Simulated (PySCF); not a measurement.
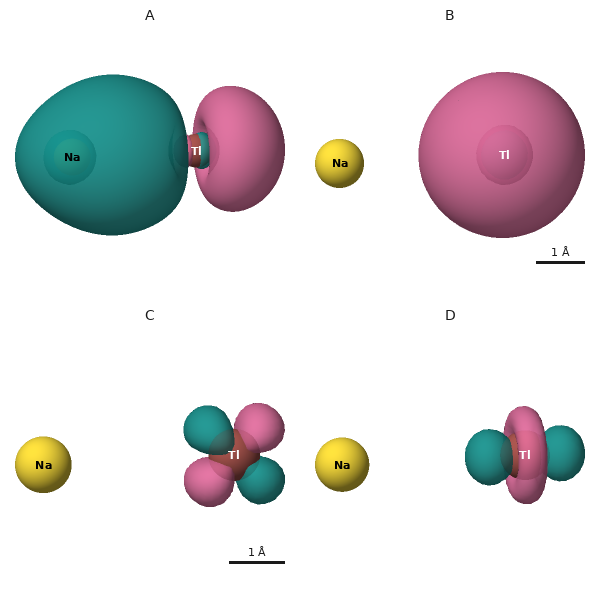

*NaTl (charge +1, doublet). Four frontier β-spin orbitals, each drawn at the value that holds 80 % of its norm (teal and pink are the two phases), in no order; of a degenerate pair one member is drawn.*

Core potentials replace the inner electrons of Tl.

Theory: PBE0/aug-cc-pVDZ(-PP), non-relativistic Hamiltonian with scalar-relativistic core potentials where named, at a bond length of 3.619 Å (PySCF).

### Name the orbitals and rank them from lowest to highest energy.

Orbital C: π, occupied in this spin, −22.21 eV; almost wholly on Tl.
Orbital D: σ, occupied in this spin, −22.15 eV; almost wholly on Tl.
Orbital B: σ, occupied in this spin, −14.73 eV; almost wholly on Tl.
Orbital A: σ, empty in this spin, −6.22 eV; shared between the atoms (Na 40 %, Tl 60 %).
